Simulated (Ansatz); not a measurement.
```yaml
atoms:
  - { symbol: C, position_ang: [-0.4486, -0.9071, -1.4191] }
  - { symbol: C, position_ang: [-0.0535, -0.4869, -0.0052] }
  - { symbol: C, position_ang: [1.2787, -1.1215, 0.3871] }
  - { symbol: C, position_ang: [-1.1435, -0.8759, 0.9909] }
  - { symbol: N, position_ang: [0.0978, 0.9435, 0.0198] }
  - { symbol: Nb, position_ang: [0.2793, 2.6632, 0.0486] }
  - { symbol: F, position_ang: [2.0555, 3.0132, 0.5306] }
  - { symbol: F, position_ang: [-0.9337, 3.3155, 1.3186] }
  - { symbol: F, position_ang: [-0.1133, 3.2787, -1.6768] }
  - { symbol: H, position_ang: [-0.5715, -1.9916, -1.4687] }
  - { symbol: H, position_ang: [0.3195, -0.6121, -2.1364] }
  - { symbol: H, position_ang: [-1.3902, -0.4378, -1.7104] }
  - { symbol: H, position_ang: [1.5739, -0.8064, 1.3897] }
  - { symbol: H, position_ang: [2.0646, -0.8279, -0.3114] }
  - { symbol: H, position_ang: [1.1942, -2.2107, 0.3765] }
  - { symbol: H, position_ang: [-1.2809, -1.9598, 0.9938] }
  - { symbol: H, position_ang: [-0.8734, -0.5579, 1.9996] }
  - { symbol: H, position_ang: [-2.0926, -0.4070, 0.7245] }
```

Geometry: PBE0-D4/def2-TZVP; core potentials replace the inner electrons of Nb.

All numbers below come from RKS PBE0-D4/def2-TZVPP in Ansatz 0.2.0.

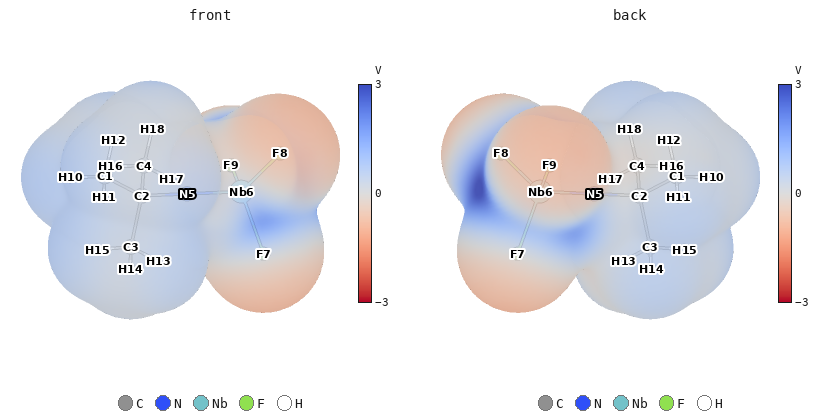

C₄H₉F₃NNb (SMILES CC(C)(C)[N]=[Nb]([F])([F])[F]). The molecular electrostatic potential painted on the density surface at 0.001 e/bohr³, seen from the front and from behind; the colour scale runs from red (negative) to blue (positive).

### Where is the surface potential most negative and most positive?

The most negative region (about −0.9 V) lies over F7, F8 and F9, the most positive (about +2.7 V) over Nb6.
